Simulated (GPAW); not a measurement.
The C K edge of atom 5 in MgNi3C (Pm-3m), with 6 Ni at 1.90 Å (octahedral, site symmetry m-3m), was computed in 2 ways: excited-electron core hole (neutral cell) and no core hole. Program and functional: GPAW, LDA, Gaussian full width 0.9 eV up to 4 eV, rising linearly to 3.5 eV at 25 eV; cells of 5 and 20 atoms (the run without a hole in the smaller).

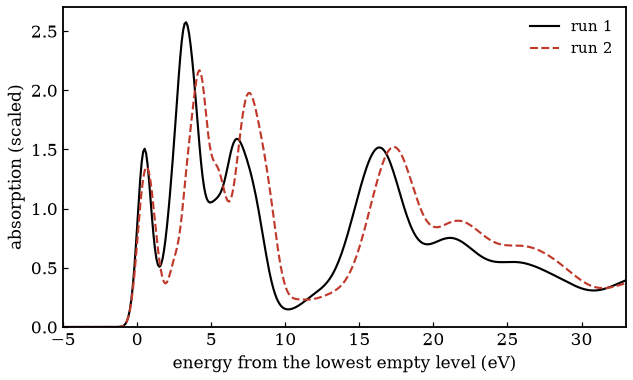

Each run is counted from its own lowest empty level or Fermi level and scaled to a mean of 1 over its first 20 eV.

Which run is which?

Run 1: excited-electron core hole (neutral cell) (area from −2 to 6 eV 8.5, main maxima 0.5 eV (1.51), 3.3 eV (2.58), 6.7 eV (1.59) and 16.3 eV (1.52)). Run 2: no core hole (area from −2 to 6 eV 7.4, main maxima 0.6 eV (1.35), 4.2 eV (2.17), 7.6 eV (1.98) and 17.3 eV (1.52)). With each curve scaled to its own mean, the area from −2 to 6 eV with the hole is 8.5 against 7.4, and the centre of weight from −1 to 20 eV moves by -0.5 eV: the hole pulls the absorber's empty states down.

[Hosts, paths, dates, database ids (printed as entryN), source tags and the programs' standing remarks are cut or masked in the printed files.]

[Lists of maxima count a maximum above −3 eV only where it reaches 4 % of the highest in the window and stands out from its surroundings by 2 % of it (1.5 % where it reaches 55 %); shoulders and weaker maxima are passed over, and of the rest the first, up to two pre-edge ones and the few strongest are named.]
